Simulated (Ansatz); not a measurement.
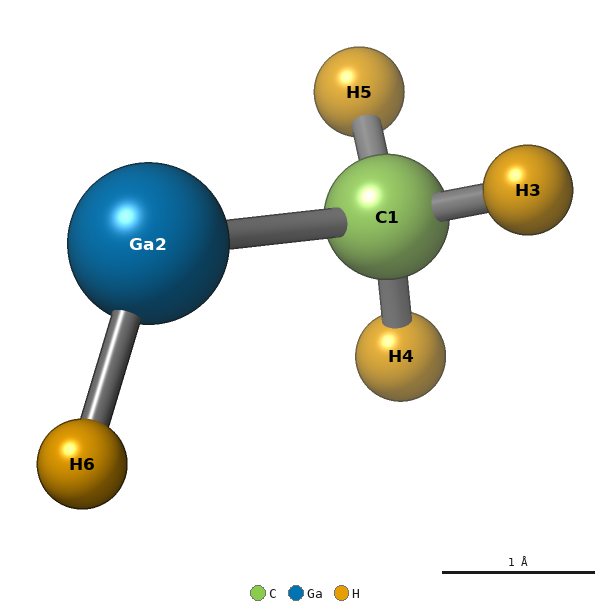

The picture comes from a calculation with Ansatz.

Orthographic view. Distant atoms are faded towards the background colour. The species is neutral and a spin doublet. Geometry: moved along internal coordinates away from the minimum.

Give the geometry as a Z-matrix, atoms in numerical order, with these reference atoms: 2 to 1; 3 to 1, 2; 4 to 1, 3, 2; 5 to 1, 3, 4; 6 to 2, 1, 3.

```
C  
Ga   1   1.990
H    1   1.089   2   113.1
H    1   1.094   3   109.1   2  -120.9
H    1   1.094   3   109.3   4  -117.7
H    2   1.603   1   119.3   3   -92.4
```
